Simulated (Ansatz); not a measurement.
# MP2/cc-pVDZ run of CH3BClFO (methoxychlorofluoroborane)

What is the vertical ionisation energy of CH3BClFO (methoxychlorofluoroborane) at MP2/cc-pVDZ? 

The results are computed with Ansatz 0.2.0.

134 further runs of the same task are left out: 134 set aside as unsound or not needed. Runs told in other sessions of the task aren't counted.

## 1. Starting point

CH3BClFO has 8 atoms, charge 0, and is taken as a singlet. As SMILES, `COB(F)Cl`. The shape is that of a PBE0-D4/def2-TZVP optimisation. This is one conformer, not always the lowest.

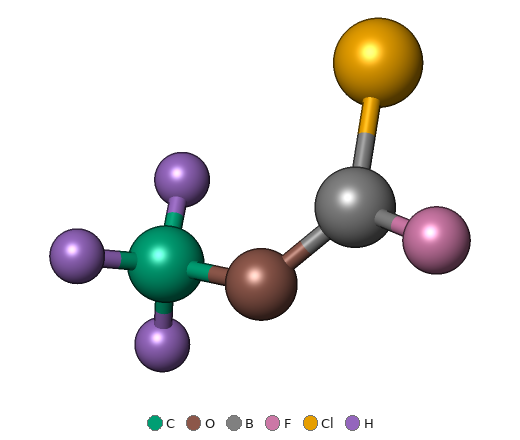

Viewed from a chosen angle; carbon teal, oxygen brown, boron grey, fluorine pink, chlorine amber, hydrogen purple.

## 2. A single-point energy at MP2/cc-pVDZ

job.yaml

```yaml
crystal:
  periodic: [false, false, false]
  atoms:
    - {symbol: C, position_ang: [0.662000, -0.415400, 0.804600]}
    - {symbol: O, position_ang: [-0.122300, -0.654500, -0.347500]}
    - {symbol: B, position_ang: [-0.782400, 0.264900, -1.051400]}
    - {symbol: F, position_ang: [-1.466600, -0.129900, -2.108800]}
    - {symbol: Cl, position_ang: [-0.801800, 1.985600, -0.658500]}
    - {symbol: H, position_ang: [1.700600, -0.658800, 0.576000]}
    - {symbol: H, position_ang: [0.308900, -1.072800, 1.599700]}
    - {symbol: H, position_ang: [0.593700, 0.623700, 1.130000]}
basis:
  gaussian:
    orbitals: cc-pVDZ
correlation:
  method: mp2
  frozen_orbitals: {B: 1, C: 1, Cl: 5, F: 1, H: 0, O: 1}
accuracy: high
```

Command:

```bash
ansatz run job.yaml --threads 1 --pin off --max-ram 3480MiB --events-out events.jsonl --progress --plain --runs-dir runs
```

The log of the run:

```text
Warning: RAYON_NUM_THREADS=1 ignored (pool sized by the plan → 1); use --threads N
Functional definition: HF
  name "HF"
  exchange = exact_x
  correlation = 0
2055 factors; integrals over basis functions are off by at most 3.5e-9 eV
mean field evaluation 1: about -18998.3694 eV, gradient 3.3e1 eV
mean field evaluation 2: about -18998.5025 eV, gradient 3.4e1 eV
mean field evaluation 4: about -19000.8580 eV, gradient 3.0e0 eV
mean field evaluation 8: about -19000.8910 eV, gradient 1.9e-1 eV
mean field evaluation 16: about -19000.8911 eV, gradient 1.1e-8 eV
mean field -19000.89114428 eV, -698.2698702857 hartree, gradient 1.1e-8 eV, S^2 0.000000; 0 other end points of the search recorded, 0 dependent functions left out
9 core orbitals not correlated: weight in the atoms' cores, before any rotation towards them, 1.000 or more for the frozen orbitals, at most 0.000 for the correlated occupied ones
reference -19000.89114428 eV, -698.2698702857 hartree; 15, 15 occupied and 65, 65 virtual orbitals, 2055 factors
second order -19.72799265 eV of doubles, -0.00000000 eV of singles
Total energy: -19020.61913693 eV, -698.9948606435 hartree
```

Run time: 2.7 s. Hardware: 1 thread of Arm Neoverse V2, shared host; peak memory 0.26 GiB.

## 3. The doublet cation

run.yaml

```yaml
crystal:
  periodic: [false, false, false]
  atoms:
    - {symbol: C, position_ang: [0.662000, -0.415400, 0.804600]}
    - {symbol: O, position_ang: [-0.122300, -0.654500, -0.347500]}
    - {symbol: B, position_ang: [-0.782400, 0.264900, -1.051400]}
    - {symbol: F, position_ang: [-1.466600, -0.129900, -2.108800]}
    - {symbol: Cl, position_ang: [-0.801800, 1.985600, -0.658500]}
    - {symbol: H, position_ang: [1.700600, -0.658800, 0.576000]}
    - {symbol: H, position_ang: [0.308900, -1.072800, 1.599700]}
    - {symbol: H, position_ang: [0.593700, 0.623700, 1.130000]}
basis:
  gaussian: {orbitals: cc-pVDZ}
total_charge: 1
correlation: {method: mp2, frozen_orbitals: {B: 1, C: 1, Cl: 5, F: 1, H: 0, O: 1}}
magnetization: {spin_polarized: true, initial_magnetization: 1}
accuracy: high
```

Command:

```bash
ansatz run run.yaml --threads 1 --pin off --max-ram 3480MiB --events-out events.jsonl --progress --plain --runs-dir runs
```

The log of the run (excerpt; [...] marks lines left out):

```text
Warning: RAYON_NUM_THREADS=1 ignored (pool sized by the plan → 1); use --threads N
[... 2 set-up lines as earlier in the session ...]
[...]
2054 factors; integrals over basis functions are off by at most 3.5e-9 eV
[...]
mean field -18989.75871090 eV, -697.8607609050 hartree, gradient 2.8e-8 eV, S^2 0.763356; 13 other end points of the search recorded, 0 dependent functions left out
9 core orbitals not correlated: weight in the atoms' cores, before any rotation towards them, 1.000 or more for the frozen orbitals, at most 0.000 for the correlated occupied ones
reference -18989.75871090 eV, -697.8607609050 hartree; 15, 14 occupied and 65, 66 virtual orbitals, 2054 factors
second order -18.64510935 eV of doubles, -0.00000000 eV of singles
Total energy: -19008.40382026 eV, -698.5459560356 hartree
```

Wall time 12 s (1 thread of Arm Neoverse V2, shared host); peak memory 0.5 GiB.

## 4. Summary of results

Level: MP2/cc-pVDZ, 9 core orbitals frozen.

```
                                                     quantity          value
                               singlet CH3BClFO: total energy  -698.99486 Eh
singlet CH3BClFO: correlation energy (9 core orbitals frozen)     -725.0 mEh
                                 doublet cation: total energy  -698.54596 Eh
  doublet cation: correlation energy (9 core orbitals frozen)     -685.2 mEh
            doublet cation: ⟨S²⟩ of the reference determinant          0.763
           vertical ionisation energy (to the doublet cation)      12.215 eV
```

In words: Removing an electron at fixed nuclei costs 12.22 eV (282 kcal/mol).
